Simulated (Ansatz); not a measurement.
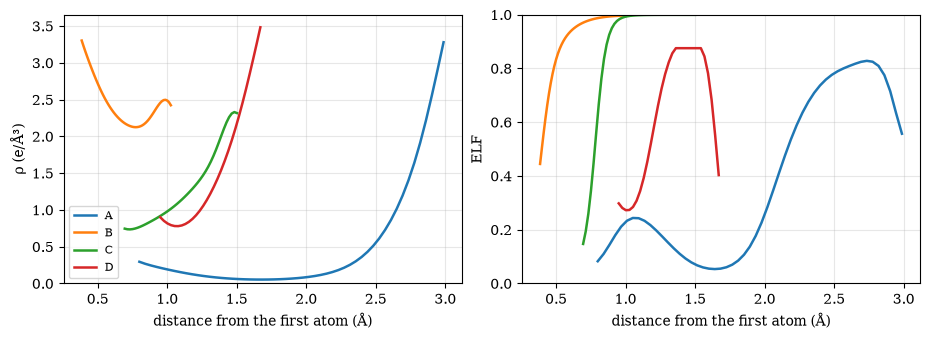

*H8N4Zr···SiH4. Electron density and ELF along straight lines between neighbouring atoms. The curves leave out the atomic cores.*

Core potentials replace the inner electrons of Zr.

Computed with Ansatz 0.2.0, RKS PBE/def2-SVP.

```yaml
atoms:
  - { symbol: Zr, position_ang: [0.3770, -0.2085, 0.0494] }
  - { symbol: N, position_ang: [0.7308, -0.1842, 2.0733] }
  - { symbol: H, position_ang: [-0.0303, -0.2271, 2.7644] }
  - { symbol: H, position_ang: [1.6139, -0.0723, 2.5836] }
  - { symbol: N, position_ang: [2.1310, 0.2435, -0.9270] }
  - { symbol: H, position_ang: [2.8227, -0.4592, -1.2148] }
  - { symbol: H, position_ang: [2.4168, 1.1429, -1.3299] }
  - { symbol: N, position_ang: [-1.0334, 1.2407, -0.4056] }
  - { symbol: H, position_ang: [-1.7317, 1.2458, -1.1592] }
  - { symbol: H, position_ang: [-1.1327, 2.1282, 0.1040] }
  - { symbol: N, position_ang: [-0.2217, -2.0822, -0.5649] }
  - { symbol: H, position_ang: [-0.4462, -2.9127, -0.0063] }
  - { symbol: H, position_ang: [-0.3286, -2.3414, -1.5542] }
  - { symbol: Si, position_ang: [-3.7823, 0.5085, 1.3929] }
  - { symbol: H, position_ang: [-3.9616, -0.0523, 0.0122] }
  - { symbol: H, position_ang: [-5.0498, 0.2659, 2.1725] }
  - { symbol: H, position_ang: [-3.5429, 1.9903, 1.3405] }
  - { symbol: H, position_ang: [-2.6568, -0.1819, 2.1091] }
```

Question: Which curve belongs to which contact (N–H, Si–H, Si–N and Zr–N)? The first atom named is at distance zero.

Answer: Curve A: Si14···N8 (3.37 Å): the density falls to about 0.05 e/Å³ on the way; the ELF dips to about 0.05 between them: a weak contact between the two molecules. Curve B: N–H (1.03 Å): ρ at the midpoint is about 2.7 e/Å³; the ELF climbs to about 1 towards the hydrogen, as it does in any bond to H; an ordinary covalent bond to hydrogen. Curve C: Si–H (1.50 Å): the density is about 0.74 e/Å³ at the midpoint; the ELF climbs to about 1 towards the hydrogen. Curve D: Zr–N (2.05 Å): the density is about 0.79 e/Å³ at the midpoint; the ELF peaks at about 0.90 in the valence shell of N, 0.7 Å from its nucleus, and drops to about 0.25 between the two atoms.
